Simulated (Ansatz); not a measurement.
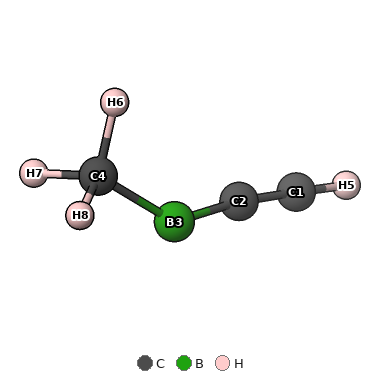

The system is C3H4B, SMILES C#C[B]C, spin multiplicity 2; the picture shows the reference structure. The first coordinate is: angle C2–B3–C4 (carried through 180); the second: change of the bonds B3–C2, B3–C4, all alike. Nothing is relaxed (all other coordinates rigid). The grid has 11 × 11 points. At 31 points there is no value. Points are written as (first, second). Energies are in eV, from the relaxed molecule at the same level. These are results of UKS r2SCAN-D4/def2-SVP (Ansatz), not measurements.

Its coordinates:

```yaml
atoms:
  - { symbol: C, position_ang: [1.6607, 1.6175, 0.9600] }
  - { symbol: C, position_ang: [1.0114, 0.7063, 0.4299] }
  - { symbol: B, position_ang: [0.3653, -0.4251, -0.2310] }
  - { symbol: C, position_ang: [-1.0184, -1.0090, -0.5674] }
  - { symbol: H, position_ang: [2.2406, 2.4008, 1.4141] }
  - { symbol: H, position_ang: [-1.7516, -0.8678, 0.2463] }
  - { symbol: H, position_ang: [-1.3969, -0.4168, -1.4243] }
  - { symbol: H, position_ang: [-1.0188, -2.0629, -0.8834] }
```

Range: angle C2–B3–C4 (carried through 180) from 124.2 to 235.8°; change of the bonds B3–C2, B3–C4, all alike from −0.165 to 0.255 Å.

### Predict the map.

The lowest grid point is at (146.5°, 0.003 Å), 0.005 eV from the relaxed molecule at the same level. The highest grid point, (180.0°, 0.255 Å), lies 1.76 eV above the lowest.

| second ↓, first → | 124.2 | 135.4 | 146.5 | 157.7 | 168.8 | 180.0 | 191.2 | 202.3 | 213.5 | 224.6 | 235.8 |
| --- | --- | --- | --- | --- | --- | --- | --- | --- | --- | --- | --- |
| 0.255 | 1.19 | – | 1.38 | 1.55 | 1.70 | 1.77 | 1.72 | 1.58 | 1.41 | 1.28 | 1.22 |
| 0.213 | 0.88 | – | 1.04 | – | 1.32 | – | 1.34 | – | 1.07 | – | 0.92 |
| 0.171 | 0.61 | 0.63 | 0.72 | 0.86 | 0.97 | 1.03 | 1.00 | 0.89 | 0.76 | 0.67 | 0.65 |
| 0.129 | 0.38 | – | 0.45 | – | 0.66 | – | 0.69 | – | 0.49 | – | – |
| 0.087 | 0.21 | 0.18 | 0.23 | 0.32 | 0.40 | 0.44 | 0.43 | 0.36 | 0.27 | 0.22 | 0.25 |
| 0.045 | 0.11 | – | 0.07 | – | 0.21 | – | 0.23 | – | – | – | 0.15 |
| 0.003 | 0.10 | 0.01 | 0.01 | 0.04 | 0.09 | 0.12 | 0.12 | 0.09 | 0.06 | 0.06 | 0.15 |
| −0.039 | 0.21 | – | 0.04 | – | 0.08 | – | 0.11 | – | 0.09 | – | 0.25 |
| −0.081 | 0.46 | 0.29 | 0.22 | 0.20 | 0.20 | 0.22 | 0.23 | 0.24 | 0.27 | 0.34 | 0.50 |
| −0.123 | 0.88 | – | – | – | 0.49 | – | 0.51 | – | – | – | 0.92 |
| −0.165 | 1.51 | 1.25 | 1.09 | 1.01 | 0.97 | 0.97 | 1.00 | 1.05 | 1.14 | – | 1.54 |

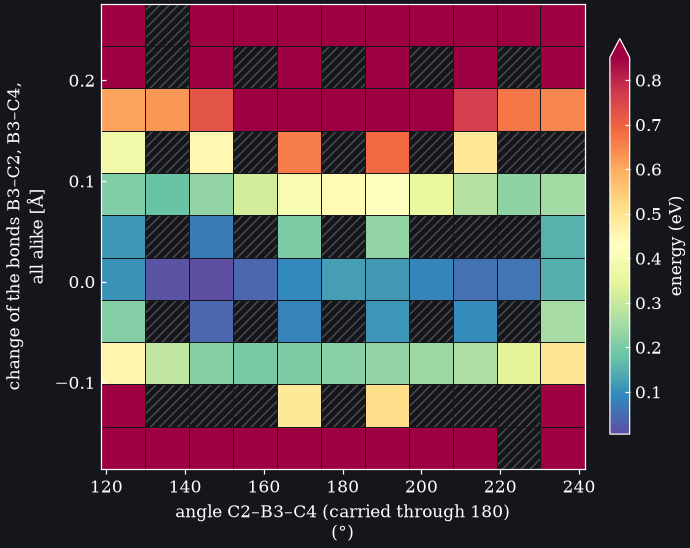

The picture shows one coloured cell a grid point, one colour for all values above the top of the scale, hatched blanks where no value was computed.

The whole map (90 points run) took 19 min on 1 thread of Arm Neoverse V1, with other jobs on the host.
